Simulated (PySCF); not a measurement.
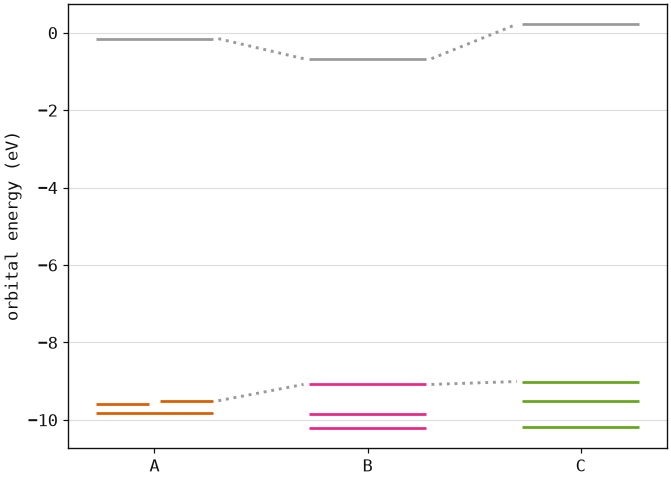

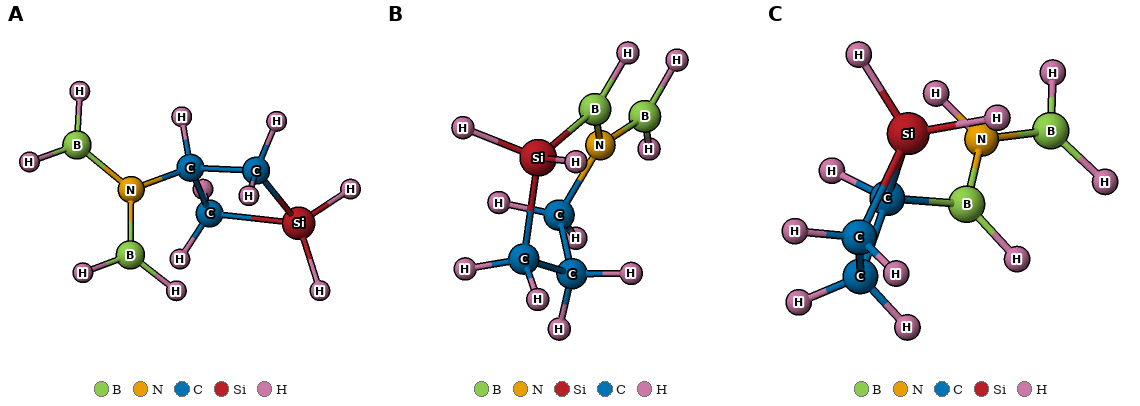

Related molecules: A is C₃H₁₁B₂NSi, SMILES BN(B)C1C[SiH2]C1; B is C₃H₁₁B₂NSi, SMILES BN1B[SiH2]CCC1; C is C₃H₁₁B₂NSi, SMILES BNB[C@H]1CC[SiH2]1. Frontier orbital energies, CAM-B3LYP/def2-SVPD in PySCF 2.14.0, at a GFN2-xTB geometry (no frequency check); drawn are at most three filled levels and, in grey, the LUMO with any level within 0.03 eV of it; dotted lines join the HOMOs and the LUMOs.

### What does the change do to the frontier levels?

From A to B the HOMO rises by 0.42 eV and the LUMO falls by 0.52 eV, so the separation goes from 9.35 to 8.41 eV. From A to C the HOMO rises by 0.50 eV and the LUMO rises by 0.37 eV, so the separation goes from 9.35 to 9.23 eV.

Caveats, for all or some of the runs: empty levels above zero depend strongly on the basis; one conformer of a flexible molecule; the tight-binding geometry is rougher than a DFT one and adds to the error.
